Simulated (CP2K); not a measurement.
Band structure of NiTe₂ (P-3m1, 3 atoms in the cell).

```yaml
crystal:
  lattice:
    - [3.92233, 0.00000, 0.00000]
    - [-1.96116, 3.39683, 0.00000]
    - [0.00000, 0.00000, 5.43799]
  atoms:
    - { symbol: Ni, position: [0.00000, 0.00000, 0.00000] }
    - { symbol: Te, position: [0.33333, 0.66667, 0.24192] }
    - { symbol: Te, position: [0.66667, 0.33333, 0.75808] }
```

Computed with CP2K with PBEsol, GPW, DZVP-MOLOPT-SR-GTH basis, GTH-PBE potentials (GTH_POTENTIALS).

Settings: CUTOFF = 600 Ry; REL_CUTOFF = 40 Ry; SMEAR/METHOD = FERMI_DIRAC; ELECTRONIC_TEMPERATURE = 1160.45 K; KPOINTS/SCHEME = MONKHORST-PACK 10 10 7; GAMMA_CENTERED = T; XC_FUNCTIONAL = PBE:PBESOL; Ni/BASIS_SET = DZVP-MOLOPT-SR-GTH; Ni/POTENTIAL = GTH-PBE-q18; Te/BASIS_SET = DZVP-MOLOPT-SR-GTH; Te/POTENTIAL = GTH-PBE-q6; METHOD = GPW; EPS_DEFAULT = 1e-10; EXTRAPOLATION = USE_GUESS.

The starting cell comes from a database of computed structures (which also holds hypothetical and non-ambient phases and stackings), without a prior relaxation at this level. Its lattice was rescaled by a random factor within 2.5 % of one. Spin-orbit coupling is off. Spin polarisation is off, so a magnetic state, if there is one, cannot be reached. Values carry the incompleteness of an atom-centred basis. The potentials were made for another functional than the one used.

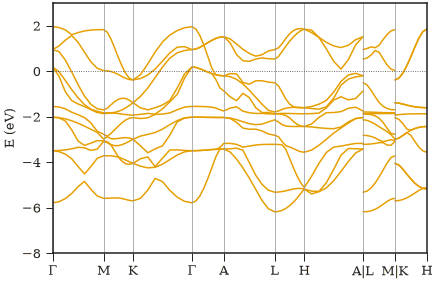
Fig. 1. Bands along the path, energies from the Fermi level.

Levels in eV from the Fermi level, bands 12 to 17:
| point | 12 | 13 | 14 | 15 | 16 | 17 |
|---|---|---|---|---|---|---|
| Γ | -1.54 | 0.19 | 0.19 | 0.95 | 0.95 | 1.96 |
| M | -2.77 | -1.86 | -1.82 | -1.70 | 0.03 | 1.83 |
| K | -2.04 | -1.93 | -1.38 | -1.38 | -0.38 | -0.38 |
| A | -1.75 | -0.86 | -0.20 | -0.20 | 1.52 | 1.52 |
| L | -1.88 | -1.87 | -1.79 | -0.51 | 0.54 | 0.95 |
| H | -2.43 | -1.87 | -1.60 | -1.60 | 1.85 | 1.85 |

Bands cross the Fermi level along this path, so the cell is metallic at this level.

Higher empty bands are left out: an atom-centred basis made for the valence describes them poorly.
